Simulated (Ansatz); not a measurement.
Take GaN in the wurtzite structure (space group P6_3mc, No. 186; a = 3.1831 Å, c = 5.1836 Å) as the base.

One thing is altered: an isotropic linear strain of −0.87 %; the atoms relax in the strained cell.

Method: r2SCAN/PAW in Ansatz (a program for electronic structure), no spin-orbit coupling.

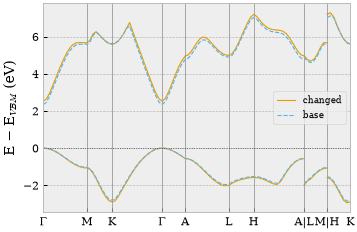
Figure: Highest valence and lowest conduction band along the path, each from its own valence-band maximum

Question: Read the changed gap and its character from the plot.

Answer: About 2.5 eV, direct at Γ.

Whether these cells are dynamically stable was not tested.
